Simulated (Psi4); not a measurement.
**B2PLYP/6-311+G(d,p) (density fitting for correlation) run of C2H4F2 (SMILES CC(F)F)**

Aim: the energy change on altering one bond length of C2H4F2 at B2PLYP/6-311+G** (density fitting for correlation), from 2 runs. 

Program for the calculation: Psi4 1.11.

1 further run of the same task is left out (set aside as unsound or not needed).

## 1. The structure to begin with

The species is C2H4F2 (8 atoms), meant as a singlet with charge 0. SMILES: `CC(F)F`. Geometry: relaxed at PBE0-D4/def2-TZVP.

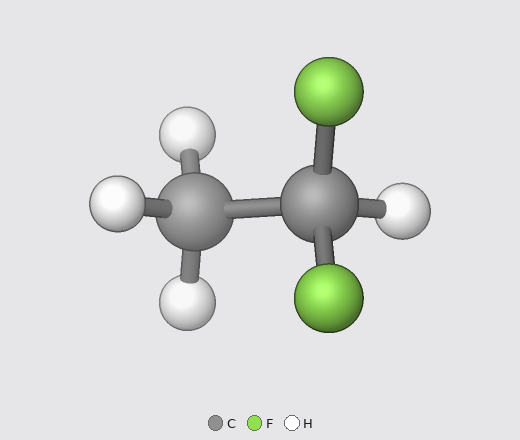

Viewed from a chosen angle; carbon grey, fluorine green, hydrogen white.

## 2. The energy at B2PLYP/6-311+G(d,p) (density fitting for correlation)

The input, input.dat:

```
memory 1600 MB

molecule system {
  0 1
  C      0.00623610     1.46945103     0.04403062
  C     -0.09826576    -1.35720130    -0.01549575
  F      1.74894153    -2.34968546     1.47228562
  F      0.31785193    -2.21494799    -2.40354266
  H      1.85457722     2.10118648    -0.61491688
  H     -0.29706495     2.14068175     1.96871668
  H     -1.45697884     2.24990792    -1.17918910
  H     -1.90125345    -2.14748477     0.62266476
  units bohr
  symmetry c1
  no_reorient
  no_com
}

set globals {
  basis 6-311+G**
  puream true
  e_convergence 1e-09
  d_convergence 1e-08
  scf_type pk
  dft_radial_points 99
  dft_spherical_points 590
  num_frozen_docc 4
}

e, wfn = energy('b2plyp', return_wfn=True)
```

On the command line:

```console
$ psi4 -i input.dat -o output.dat -n 1
```

output.dat:

```text
[...]
  Running in c1 symmetry.
[...]
  Nuclear repulsion =  132.710582025811732
[...]
  Multiplicity = 1
[...]
  Nalpha       = 17
  Nbeta        = 17
[...]
    Number of basis functions: 112
[...]
   @RKS iter   1:  -277.79932960501310   -4.08340e-01   5.20411e-03 ADIIS/DIIS
[...]
   @RKS iter  10:  -277.94541563352897   -1.81331e-11   8.51418e-09 DIIS
[...]
    Orbital Energies [Eh]
    ---------------------
    Doubly Occupied:
       1A    -25.365635     2A    -25.365600     3A    -10.787458
       4A    -10.629769     5A     -1.427039     6A     -1.365756
       7A     -0.899129     8A     -0.758711     9A     -0.652921
      10A     -0.639991    11A     -0.602429    12A     -0.532911
      13A     -0.509210    14A     -0.504186    15A     -0.476646
      16A     -0.474307    17A     -0.422084
[...]
  @RKS Final Energy:  -277.94541563352897
   => Energetics <=
    Nuclear Repulsion Energy =            132.7105820258117319
    One-Electron Energy =                -647.0223378015332401
    Two-Electron Energy =                 252.3120920156773934
    DFT Exchange-Correlation Energy =     -15.9457518734848396
    Empirical Dispersion Energy =           0.0000000000000000
    VV10 Nonlocal Energy =                  0.0000000000000000
    Total Energy =                       -277.9454156335289099
[...]
 Multipole Moments:
 ------------------------------------------------------------------------------------
     Multipole            Electronic (a.u.)      Nuclear  (a.u.)        Total (a.u.)
 ------------------------------------------------------------------------------------
 L = 1.  Multiply by 2.5417464519 to convert [e a0] to [Debye]
 Dipole X            :        -16.8949766           16.2482432           -0.6467334
 Dipole Y            :         36.7758739          -36.0639113            0.7119626
 Dipole Z            :          7.6765635           -7.4128287            0.2637349
 Magnitude           :                                                    0.9973519
[...]
```

Wall time 16 s (1 thread of AMD EPYC 9R14 (Zen 4), shared host); peak memory 0.65 GiB.

## 3. The distorted shape at the same level

The input, c2h4f2.xyz:

```xyz
8
C2H4F2
C      0.480309     0.986682    -0.145536
C      0.425009    -0.509118    -0.177036
F      1.402509    -1.034318     0.610264
F      0.645209    -0.963018    -1.440736
H      1.458409     1.320982    -0.494236
H      0.319809     1.341882     0.872964
H     -0.293991     1.399682    -0.792836
H     -1.006100    -1.136400     0.329500
```

The input, run_ase.py:

```python
import numpy as np
from ase.calculators.psi4 import Psi4
from ase.io import read

mol = read('c2h4f2.xyz')
calc = Psi4(atoms=mol, method='b2plyp', basis='6-311+G**', memory='1600MB', num_threads=1, charge=0, multiplicity=1, label='calc')
calc.psi4.set_options({'puream': True, 'e_convergence': 1e-09, 'd_convergence': 1e-08, 'scf_type': 'pk', 'dft_radial_points': 99, 'dft_spherical_points': 590, 'num_frozen_docc': 4})
mol.calc = calc

print(f'energy: {mol.get_potential_energy():.6f} eV')
```

On the command line:

```console
$ python run_ase.py
```

calc.dat:

```text
[...]
  Running in c1 symmetry.
[...]
  Nuclear repulsion =  130.551355021501649
[...]
  Multiplicity = 1
[...]
  Nalpha       = 17
  Nbeta        = 17
[...]
    Number of basis functions: 112
[...]
   @RKS iter   1:  -277.70189394864946   -5.01341e-01   5.42584e-03 ADIIS/DIIS
[...]
   @RKS iter  11:  -277.86493678151527   -1.53477e-12   3.73002e-09 DIIS
[...]
    Orbital Energies [Eh]
    ---------------------
    Doubly Occupied:
       1A    -25.381890     2A    -25.381851     3A    -10.832548
       4A    -10.639208     5A     -1.439125     6A     -1.378512
       7A     -0.900416     8A     -0.749606     9A     -0.651926
      10A     -0.621875    11A     -0.612668    12A     -0.542079
      13A     -0.515101    14A     -0.510971    15A     -0.484090
      16A     -0.474962    17A     -0.370092
[...]
  @RKS Final Energy:  -277.86493678151527
   => Energetics <=
    Nuclear Repulsion Energy =            130.5513550215016494
    One-Electron Energy =                -642.4480369766166632
    Two-Electron Energy =                 249.9037589249179518
    DFT Exchange-Correlation Energy =     -15.8720137513182102
    Empirical Dispersion Energy =           0.0000000000000000
    VV10 Nonlocal Energy =                  0.0000000000000000
    Total Energy =                       -277.8649367815152686
[...]
 Multipole Moments:
 ------------------------------------------------------------------------------------
     Multipole            Electronic (a.u.)      Nuclear  (a.u.)        Total (a.u.)
 ------------------------------------------------------------------------------------
 L = 1.  Multiply by 2.5417464519 to convert [e a0] to [Debye]
 Dipole X            :          2.5084647           -2.9014130           -0.3929483
 Dipole Y            :         -4.6374661            5.4532016            0.8157355
 Dipole Z            :         -1.0873103            1.2609561            0.1736458
 Magnitude           :                                                    0.9219467
[...]
```

Standard output:

```text
energy: -7567.542985 eV
```

Wall time 17 s (1 thread of AMD EPYC 9R14 (Zen 4), shared host); peak memory 0.66 GiB.

## 4. Outcome

Level: B2PLYP/6-311+G** (density fitting for correlation), 4 core orbitals frozen.

```
                                                         quantity          value
                                        first shape: total energy  -278.17658 Eh
                   first shape: HOMO energy (SCF part's orbitals)      -11.49 eV
                   first shape: LUMO energy (SCF part's orbitals)        0.89 eV
                 first shape: HOMO–LUMO gap (SCF part's orbitals)       12.38 eV
                                    distorted shape: total energy  -278.10208 Eh
               distorted shape: HOMO energy (SCF part's orbitals)      -10.07 eV
               distorted shape: LUMO energy (SCF part's orbitals)        0.28 eV
             distorted shape: HOMO–LUMO gap (SCF part's orbitals)       10.35 eV
energy change with the C2–H8 bond stretched from 1.095 to 1.643 Å       2.027 eV
```

**Reading.** With the C2–H8 bond stretched from 1.095 to 1.643 Å the energy rises by 2.03 eV (196 kJ/mol). The first shape isn't relaxed at this level, so the change isn't measured from a minimum.
